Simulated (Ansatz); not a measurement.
## Nudged elastic band, with input and output: GaNH4

The run: nudged elastic band of GaNH4. Method and program: RKS BHLYP/def2-SVP (Ansatz 0.2.0).

It belongs to a series of runs on one base structure; here: band between the two ends.

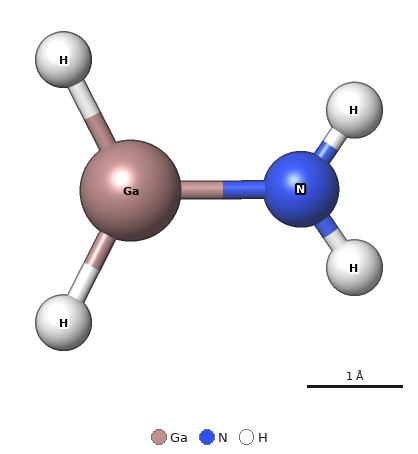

*The starting structure (ball-and-stick view, seen at a tilt). Sticks mark near contacts.*

### Input file
```yaml
crystal:
  periodic: [false, false, false]
  atoms:
    - { symbol: Ga, position_ang: [0.564166, 0.030232, 0.054464] }
    - { symbol: "N", position_ang: [0.978893, -0.033775, 1.812726] }
    - { symbol: H, position_ang: [0.303822, -0.130797, 2.552152] }
    - { symbol: H, position_ang: [1.914485, 0.02271, 2.177813] }
    - { symbol: H, position_ang: [1.746192, 0.183915, -0.949825] }
    - { symbol: H, position_ang: [-0.944158, -0.072286, -0.32463] }
basis:
  gaussian: { orbitals: def2-SVP }
hamiltonian:
  xc: { name: BHLYP }
neb:
  order_check: false
  images: 7
  f_tol: 0.05
  max_iterations: 60
  final_atoms:
    - { symbol: Ga, position_ang: [-0.48761287, -1.20876815, 0.2625798] }
    - { symbol: "N", position_ang: [1.21223387, 0.12799431, 1.34210518] }
    - { symbol: H, position_ang: [0.82809391, 0.59002697, 2.15819822] }
    - { symbol: H, position_ang: [1.99568184, -0.42927094, 1.65932377] }
    - { symbol: H, position_ang: [1.56064247, 0.84585896, 0.71998167] }
    - { symbol: H, position_ang: [-0.54563923, 0.07415785, -0.81948864] }
  initial_path:
    images:
      - { positions_ang: [[0.564166, 0.030232, 0.054464], [0.978893, -0.033775, 1.812726], [0.303822, -0.130797, 2.552152], [1.914485, 0.02271, 2.177813], [1.746192, 0.183915, -0.949825], [-0.944158, -0.072286, -0.32463]] }
      - { positions_ang: [[0.42442433, 0.02575955, 0.03976153], [1.08015247, -0.02787075, 1.76431611], [0.35332655, -0.16777893, 2.44960973], [2.00080129, 0.07967009, 2.17239533], [1.75025604, 0.13731653, -0.66062265], [-1.04556068, -0.04709749, -0.44276005]] }
      - { positions_ang: [[0.28468266, 0.0212871, 0.02505906], [1.18141193, -0.0219665, 1.71590623], [0.40283111, -0.20476086, 2.34706745], [2.08711758, 0.13663017, 2.16697767], [1.75432009, 0.09071807, -0.37142031], [-1.14696337, -0.02190897, -0.56089011]] }
      - { positions_ang: [[0.14494099, 0.01681464, 0.01035659], [1.2826714, -0.01606226, 1.66749634], [0.45233566, -0.24174279, 2.24452518], [2.17343387, 0.19359026, 2.16156], [1.75838413, 0.0441196, -0.08221796], [-1.24836605, 0.00327954, -0.67902016]] }
      - { positions_ang: [[0.00519931, 0.01234219, -0.00434588], [1.38393086, -0.01015801, 1.61908646], [0.50184021, -0.27872472, 2.14198291], [2.25975016, 0.25055034, 2.15614233], [1.76244817, -0.00247886, 0.20698439], [-1.34976873, 0.02846806, -0.79715021]] }
      - { positions_ang: [[-0.11800373, -0.29293539, 0.06238554], [1.34100662, 0.02438007, 1.54984114], [0.58340364, -0.0615368, 2.14603674], [2.19373308, 0.08059502, 2.03193769], [1.71199675, 0.20960559, 0.33523371], [-1.14873636, 0.03989051, -0.80273482]] }
      - { positions_ang: [[-0.24120678, -0.59821298, 0.12911696], [1.29808237, 0.05891815, 1.48059582], [0.66496706, 0.15565113, 2.15009057], [2.127716, -0.0893603, 1.90773305], [1.66154532, 0.42169005, 0.46348303], [-0.94770398, 0.05131296, -0.80831942]] }
      - { positions_ang: [[-0.36440982, -0.90349057, 0.19584838], [1.25515812, 0.09345623, 1.4113505], [0.74653048, 0.37283905, 2.15414439], [2.06169892, -0.25931562, 1.78352841], [1.6110939, 0.63377451, 0.59173235], [-0.74667161, 0.0627354, -0.81390403]] }
      - { positions_ang: [[-0.48761287, -1.20876815, 0.2625798], [1.21223387, 0.12799431, 1.34210518], [0.82809391, 0.59002697, 2.15819822], [1.99568184, -0.42927094, 1.65932377], [1.56064247, 0.84585896, 0.71998167], [-0.54563923, 0.07415785, -0.81948864]] }
```

Machine: 1 thread of Arm Neoverse V2, 24 GiB of memory available, shared host.

Command:
```bash
ansatz run input.yaml --threads 1 --pin off --max-ram 2048MiB --backend cpu --events-out ev --progress --plain --runs-dir out
```

### What the program printed
```
Engine: ansatz 0.2.0, aarch64-unknown-linux-gnu
Functional definition: BHLYP
  parameter a = 0.5
  exchange = (1 - a)*b88_x + a*exact_x
  correlation = lyp_c
718 factors; integrals over basis functions are off by at most 3.5e-4 eV
mean field evaluation 1: about -53919.1887 eV, gradient 4.8e1 eV
mean field evaluation 2: about -53914.3674 eV, gradient 6.4e1 eV
mean field evaluation 4: about -53923.7090 eV, gradient 6.7e-1 eV
mean field evaluation 8: about -53923.7256 eV, gradient 7.1e-2 eV
mean field -53923.72561277 eV, -1981.6603654552 hartree, gradient 2.1e-5 eV, S^2 0.000000; 0 other end points of the search recorded, 0 dependent functions left out
the calculation of the forces begins
reference -53923.72576244 eV, -1981.6603709556 hartree; 21, 21 occupied and 45, 45 virtual orbitals, 718 factors
718 factors; integrals over basis functions are off by at most 1.1e-3 eV
mean field evaluation 16: about -53920.1277 eV, gradient 3.8e1 eV
mean field -53923.08523883 eV, -1981.6368321472 hartree, gradient 4.0e-5 eV, S^2 0.000000; 0 other end points of the search recorded, 0 dependent functions left out
[... from here on the field's lines of each further geometry are left out, up to the last ...]
NEB iter   1: max|band force component| = 6.949e0 eV/Å  barrier→ = 6.7150 eV  barrier← = 6.0746 eV  Δτ_max = 0.2000 Å  (246 SCF iters)
NEB iter   2: max|band force component| = 3.280e0 eV/Å  barrier→ = 4.6118 eV  barrier← = 3.9714 eV  Δτ_max = 0.2000 Å  (217 SCF iters)
NEB iter   3: max|band force component| = 4.988e0 eV/Å  barrier→ = 3.5079 eV  barrier← = 2.8675 eV  Δτ_max = 0.0998 Å  (214 SCF iters)
NEB iter   4: max|band force component| = 2.452e0 eV/Å  barrier→ = 3.3338 eV  barrier← = 2.6934 eV  Δτ_max = 0.1990 Å  (209 SCF iters)
NEB iter   5: max|band force component| = 2.052e0 eV/Å  barrier→ = 3.1924 eV  barrier← = 2.5520 eV  Δτ_max = 0.1999 Å  (210 SCF iters)
NEB iter   6: max|band force component| = 6.000e0 eV/Å  barrier→ = 3.4644 eV  barrier← = 2.8240 eV  Δτ_max = 0.1004 Å  (208 SCF iters)
NEB iter   7: max|band force component| = 3.757e0 eV/Å  barrier→ = 3.4404 eV  barrier← = 2.8000 eV  Δτ_max = 0.1026 Å  (210 SCF iters)
NEB iter   8: max|band force component| = 1.670e0 eV/Å  barrier→ = 3.1230 eV  barrier← = 2.4826 eV  Δτ_max = 0.1982 Å  (207 SCF iters)
NEB iter   9: max|band force component| = 2.559e0 eV/Å  barrier→ = 2.1255 eV  barrier← = 1.4852 eV  Δτ_max = 0.1009 Å  (198 SCF iters)
NEB iter  10: max|band force component| = 2.256e0 eV/Å  barrier→ = 2.1362 eV  barrier← = 1.4958 eV  Δτ_max = 0.0999 Å  (207 SCF iters)
NEB iter  11: max|band force component| = 1.496e0 eV/Å  barrier→ = 2.0518 eV  barrier← = 1.4114 eV  Δτ_max = 0.0998 Å  (201 SCF iters)
NEB iter  12: max|band force component| = 2.128e0 eV/Å  barrier→ = 1.8915 eV  barrier← = 1.2511 eV  CI = image 2  Δτ_max = 0.1989 Å  (200 SCF iters)
NEB iter  13: max|band force component| = 2.242e0 eV/Å  barrier→ = 2.6704 eV  barrier← = 2.0300 eV  CI = image 2  Δτ_max = 0.1003 Å  (206 SCF iters)
NEB iter  14: max|band force component| = 2.001e0 eV/Å  barrier→ = 2.9947 eV  barrier← = 2.3544 eV  CI = image 2  Δτ_max = 0.2000 Å  (207 SCF iters)
NEB iter  15: max|band force component| = 1.498e0 eV/Å  barrier→ = 3.3172 eV  barrier← = 2.6769 eV  CI = image 2  Δτ_max = 0.2000 Å  (205 SCF iters)
NEB iter  16: max|band force component| = 1.368e0 eV/Å  barrier→ = 3.1668 eV  barrier← = 2.5264 eV  CI = image 2  Δτ_max = 0.2000 Å  (199 SCF iters)
NEB iter  17: max|band force component| = 8.978e-1 eV/Å  barrier→ = 3.0829 eV  barrier← = 2.4425 eV  CI = image 2  Δτ_max = 0.1980 Å  (205 SCF iters)
NEB iter  18: max|band force component| = 6.652e-1 eV/Å  barrier→ = 3.0654 eV  barrier← = 2.4250 eV  CI = image 2  Δτ_max = 0.1537 Å  (206 SCF iters)
NEB iter  19: max|band force component| = 3.151e-1 eV/Å  barrier→ = 3.0490 eV  barrier← = 2.4087 eV  CI = image 2  Δτ_max = 0.1413 Å  (202 SCF iters)
NEB iter  20: max|band force component| = 1.872e-1 eV/Å  barrier→ = 3.0397 eV  barrier← = 2.3993 eV  CI = image 2  Δτ_max = 0.1955 Å  (194 SCF iters)
NEB iter  21: max|band force component| = 2.382e-1 eV/Å  barrier→ = 3.0381 eV  barrier← = 2.3977 eV  CI = image 2  Δτ_max = 0.1005 Å  (190 SCF iters)
NEB iter  22: max|band force component| = 1.782e-1 eV/Å  barrier→ = 3.0369 eV  barrier← = 2.3965 eV  CI = image 2  Δτ_max = 0.1012 Å  (197 SCF iters)
NEB iter  23: max|band force component| = 2.920e-1 eV/Å  barrier→ = 3.0363 eV  barrier← = 2.3959 eV  CI = image 2  Δτ_max = 0.0501 Å  (197 SCF iters)
NEB iter  24: max|band force component| = 1.445e-1 eV/Å  barrier→ = 3.0361 eV  barrier← = 2.3958 eV  CI = image 2  Δτ_max = 0.1010 Å  (187 SCF iters)
NEB iter  25: max|band force component| = 2.069e-1 eV/Å  barrier→ = 3.0361 eV  barrier← = 2.3957 eV  CI = image 2  Δτ_max = 0.0505 Å  (192 SCF iters)
NEB iter  26: max|band force component| = 7.300e-2 eV/Å  barrier→ = 3.0361 eV  barrier← = 2.3957 eV  CI = image 2  Δτ_max = 0.0707 Å  (187 SCF iters)
NEB iter  27: max|band force component| = 5.372e-2 eV/Å  barrier→ = 3.0361 eV  barrier← = 2.3957 eV  CI = image 2  Δτ_max = 0.0700 Å  (178 SCF iters)
NEB iter  28: max|band force component| = 6.228e-2 eV/Å  barrier→ = 3.0361 eV  barrier← = 2.3957 eV  CI = image 2  Δτ_max = 0.0358 Å  (177 SCF iters)
NEB iter  29: max|band force component| = 5.033e-2 eV/Å  barrier→ = 3.0361 eV  barrier← = 2.3957 eV  CI = image 2  Δτ_max = 0.0355 Å  (164 SCF iters)
NEB iter  30: max|band force component| = 2.069e-1 eV/Å  barrier→ = 3.0361 eV  barrier← = 2.3957 eV  CI = image 2  Δτ_max = 0.0178 Å  (167 SCF iters)
the calculation of the forces begins
reference -53922.62519109 eV, -1981.6199257043 hartree; 21, 21 occupied and 45, 45 virtual orbitals, 713 factors
718 factors; integrals over basis functions are off by at most 8.6e-4 eV
mean field evaluation 1664: about -53920.6887 eV, gradient 4.2e-1 eV
mean field -53920.68953151 eV, -1981.5487915270 hartree, gradient 1.6e-5 eV, S^2 0.000000; 1 other end points of the search recorded, 0 dependent functions left out
the calculation of the forces begins
reference -53920.68967682 eV, -1981.5487968669 hartree; 21, 21 occupied and 45, 45 virtual orbitals, 718 factors
NEB iter  31: max|band force component| = 3.733e-2 eV/Å  barrier→ = 3.0361 eV  barrier← = 2.3957 eV  CI = image 2  Δτ_max = 0.0000 Å  (336 SCF iters)
```

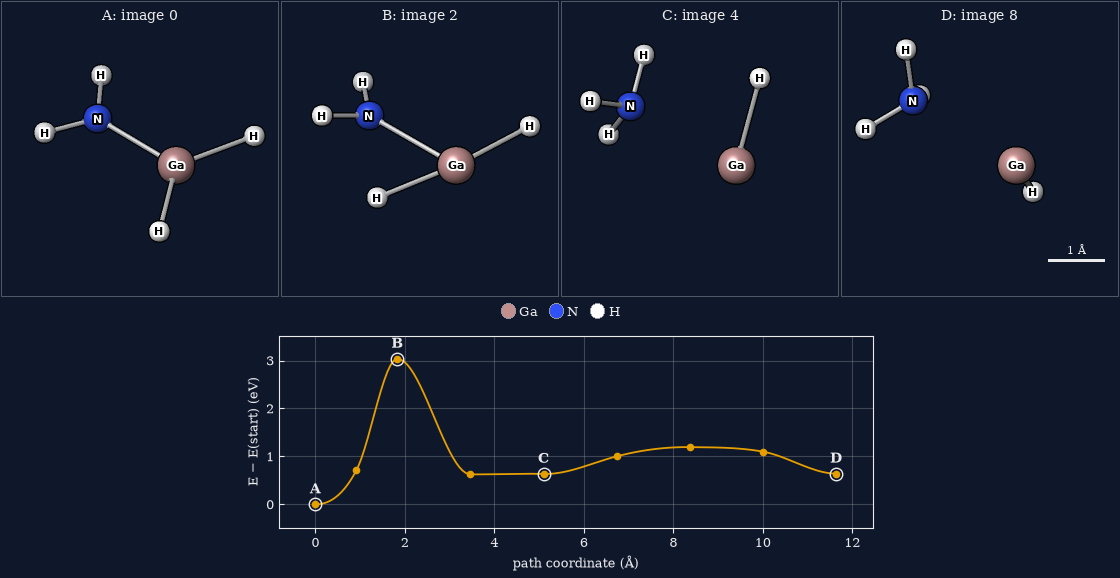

*Images of the last band (counted from 0; ball-and-stick, seen at a tilt) above the energy along the path; the line is a cubic interpolation that uses the forces.*

The highest image is number 2, 3.036 eV above the start and 2.396 eV above the end (the climbing image); the end lies 0.640 eV above the start. A further maximum stands at image 6, 1.195 eV from the start, so the path isn't one elementary step. The path is 11.64 Å long. The band converged in 31 iterations.

```
Total energy: -53920.68967682 eV, -1981.5487968669 hartree
Atom 0 at     0.364406     0.386707    -0.278626 Å, force    -0.000003     0.000044    -0.000060 eV/Å
Atom 1 at     1.059161    -0.046728     1.535067 Å, force     0.000024    -0.000020     0.000256 eV/Å
Atom 2 at     0.711965    -0.617734     2.304232 Å, force    -0.000043    -0.000014    -0.000062 eV/Å
Atom 3 at     1.845128     0.502403     1.857625 Å, force     0.000014     0.000024    -0.000090 eV/Å
Atom 4 at     1.774067    -0.314847     0.237549 Å, force     0.000033    -0.000017    -0.000038 eV/Å
Atom 5 at    -1.191328     0.090198    -0.333147 Å, force    -0.000026    -0.000017    -0.000007 eV/Å
Dipole moment:     0.079854    -0.040333     0.356295 e Å
this run last wrote the band of iteration 31 to [file]
```

### The last band as extended XYZ (Å, eV, eV/Å)
```
6
Properties=species:S:1:pos:R:3:forces:R:3 image=0 energy=-53923.72561
Ga    0.5642    0.0302    0.0545   -0.0006   0.0016  -0.0047
N     0.9789   -0.0338    1.8127   -0.0010  -0.0006   0.0024
H     0.3038   -0.1308    2.5522   -0.0007  -0.0001   0.0012
H     1.9145    0.0227    2.1778    0.0029   0.0001   0.0014
H     1.7462    0.1839   -0.9498   -0.0004  -0.0005   0.0000
H    -0.9442   -0.0723   -0.3246   -0.0002  -0.0005  -0.0002
6
Properties=species:S:1:pos:R:3:forces:R:3 image=1 energy=-53923.01720
Ga    0.4151    0.1339    0.0028    0.1090  -0.5735   0.6216
N     0.9306    0.0135    1.7370   -0.2825   0.1399   0.4472
H     0.5556   -0.4975    2.5092   -0.3441   0.2860   0.4633
H     1.8709    0.3280    1.9134    0.0660  -0.3822   0.1118
H     1.8748   -0.0872   -0.4227    0.2181   0.4895  -1.4667
H    -1.0835    0.1093   -0.4170    0.2335   0.0403  -0.1772
6
Properties=species:S:1:pos:R:3:forces:R:3 image=2 energy=-53920.68953
Ga    0.3644    0.3867   -0.2786    0.0000   0.0000  -0.0001
N     1.0592   -0.0467    1.5351    0.0000   0.0000   0.0003
H     0.7120   -0.6177    2.3042    0.0000   0.0000  -0.0001
H     1.8451    0.5024    1.8576    0.0000   0.0000  -0.0001
H     1.7741   -0.3148    0.2375    0.0000   0.0000   0.0000
H    -1.1913    0.0902   -0.3331    0.0000   0.0000   0.0000
6
Properties=species:S:1:pos:R:3:forces:R:3 image=3 energy=-53923.09847
Ga    0.1614    0.0581   -0.8477   -0.0031  -0.0029  -0.0058
N     1.2689   -0.1356    1.2603    0.0032   0.0003  -0.0013
H     0.7194   -0.7119    1.8861    0.0016  -0.0037  -0.0060
H     1.3354    0.7792    1.6902   -0.0058   0.0030  -0.0031
H     2.2017   -0.5235    1.2092    0.0038  -0.0017   0.0102
H    -1.1235    0.5337    0.1246    0.0003   0.0050   0.0060
6
Properties=species:S:1:pos:R:3:forces:R:3 image=4 energy=-53923.09036
Ga   -0.4339   -0.6887   -0.3219   -0.0184   0.0030  -0.0077
N     1.2141   -0.1452    1.3245   -0.0034  -0.0030  -0.0056
H     1.3526   -0.8729    2.0136    0.0138   0.0034   0.0051
H     0.9582    0.7094    1.8017    0.0074  -0.0039   0.0199
H     2.1070    0.0177    0.8738   -0.0098   0.0076   0.0000
H    -0.6346    0.9797   -0.3690    0.0105  -0.0071  -0.0118
6
Properties=species:S:1:pos:R:3:forces:R:3 image=5 energy=-53922.72299
Ga   -1.4813   -0.5980   -0.2733    0.0972  -0.0294   0.2586
N     1.3020   -0.0065    1.6446   -0.1355  -0.0478  -0.0259
H     1.9134   -0.7035    2.0494   -0.0149   0.0022  -0.0162
H     1.4819    0.8592    2.1373   -0.0584  -0.0274  -0.0050
H     1.6003    0.1394    0.6897    0.0266   0.0076  -0.0343
H    -0.2528    0.3095   -0.9251    0.0851   0.0948  -0.1773
6
Properties=species:S:1:pos:R:3:forces:R:3 image=6 energy=-53922.53069
Ga   -1.7378   -0.6856   -1.3386    0.0068  -0.0003  -0.0035
N     1.9853    0.1651    1.6950    0.0043  -0.0039  -0.0074
H     1.5702   -0.3069    2.4884    0.0010   0.0026   0.0020
H     1.8485    1.1542    1.8609    0.0013  -0.0008   0.0019
H     1.3985   -0.0641    0.9014   -0.0081   0.0026   0.0015
H    -0.5013   -0.2627   -0.2845   -0.0053  -0.0002   0.0055
6
Properties=species:S:1:pos:R:3:forces:R:3 image=7 energy=-53922.62504
Ga   -1.0697   -1.3566   -0.6990    0.0564  -0.0574   0.0931
N     1.4410    0.0159    1.7293   -0.0521  -0.0267  -0.0348
H     1.1481    0.6043    2.4991    0.0036  -0.0311   0.0107
H     2.4279    0.1976    1.5970    0.0015  -0.0502   0.0184
H     0.9764    0.3784    0.9060   -0.0103   0.0865  -0.0500
H    -0.3603    0.1604   -0.7097    0.0009   0.0789  -0.0374
6
Properties=species:S:1:pos:R:3:forces:R:3 image=8 energy=-53923.08524
Ga   -0.4876   -1.2088    0.2626    0.0166   0.0033   0.0087
N     1.2122    0.1280    1.3421   -0.0094  -0.0097  -0.0052
H     0.8281    0.5900    2.1582    0.0006  -0.0063  -0.0215
H     1.9957   -0.4293    1.6593   -0.0132   0.0127  -0.0001
H     1.5606    0.8459    0.7200    0.0065  -0.0079   0.0072
H    -0.5456    0.0742   -0.8195   -0.0011   0.0079   0.0110
```

### Summary

```json
{"quantity": "outcome", "value": "converged"}
{"quantity": "barrier, forward", "value": "3.036 eV"}
{"quantity": "barrier, backward", "value": "2.396 eV"}
{"quantity": "wall time", "value": "5.7 min"}
{"quantity": "peak memory", "value": "0.12 GiB"}
```

### Notes

The order of the saddle point was not checked.
